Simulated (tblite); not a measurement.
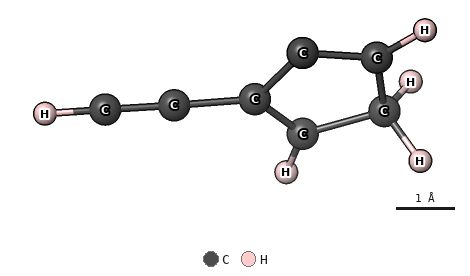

*The structure as given in the input (ball-and-stick view, seen at an oblique angle).*

Bond lengths as drawn: C–C 1.20 to 1.51 Å and C–H 1.05 to 1.09 Å.

# Frequency calculation, with input and output: C7H5

C7H5, multiplicity 2, SMILES C#CC1=CCC=[C]1, computed with GFN2-xTB harmonic vibrations, gas phase (tblite 0.8.0).

It belongs to a series of runs on one base structure; here: H removed from sp2 C.

The program's output
```
mode    cm-1     km/mol
  1     142.2      0.87
  2     142.7      2.49
  3     307.1      8.66
  4     371.5      0.41
  5     445.0      3.24
  6     541.5      2.96
  7     545.6      2.47
  8     660.4      5.84
  9     661.9     14.52
 10     719.2      5.42
 11     735.7     29.33
 12     746.0      2.35
 13     856.1      0.28
 14     906.2      4.83
 15     956.2      9.97
 16    1024.8      0.00
 17    1027.5      3.55
 18    1135.7      3.80
 19    1196.7      5.82
 20    1205.0     10.10
 21    1272.0      0.75
 22    1385.2     12.31
 23    1558.6      3.11
 24    1624.4      1.80
 25    2253.0      0.07
 26    2945.6     16.30
 27    2966.9     18.89
 28    3127.8     23.25
 29    3157.7     23.98
 30    3399.0      3.74
```

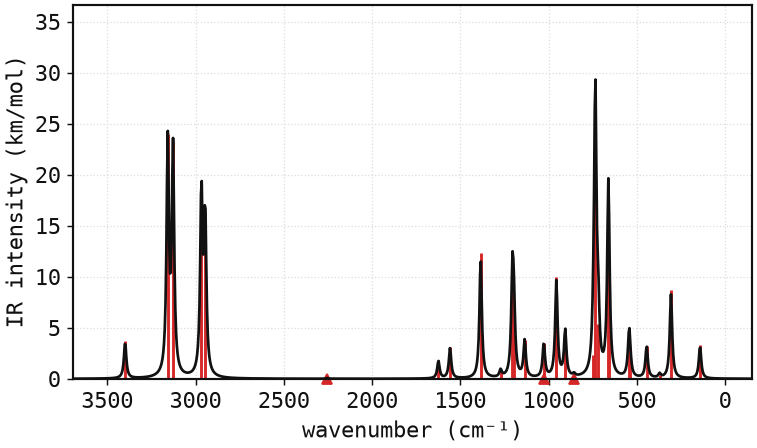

*Harmonic infrared spectrum, unscaled: sticks (degenerate modes added up, dark ones marked on the axis) with a Lorentzian envelope of 16 cm⁻¹ full width, scaled to the tallest stick.*

30 modes from 142 to 3399 cm⁻¹, none imaginary. The strongest line is at 736 cm⁻¹ (29 km/mol).

This output came from the following input.

The input
```
{"job": {"kind": "ir", "xc": "GFN2-xTB", "basis": "xTB"}, "charge": 0, "multiplicity": 2}
C      3.221988    -0.230675     0.151413
C      2.030427    -0.099844     0.228459
C      0.641071     0.082410     0.327182
C     -0.330059    -0.846494     0.176758
C     -1.676082    -0.220368     0.368356
C     -1.337829     1.225557     0.654804
C     -0.021653     1.339054     0.619466
H      4.260829    -0.355772     0.080923
H     -0.187733    -1.888001    -0.048447
H     -2.220953    -0.670593     1.201524
H     -2.298915    -0.311705    -0.524562
H     -2.079892     1.975745     0.844506
```

The first line tells a small driver script what to run in tblite; the rest is the geometry in Å.

Launch command:
```bash
OMP_NUM_THREADS=1 python <driver script> task.json out
```

Key numbers

| quantity | value |
| --- | --- |
| outcome | converged |
| total energy | −471.1833 eV |
| zero-point energy | 54.3480 kcal/mol |
| hardware | 1 CPU thread, shared host |
| peak memory | 0.18 GiB |
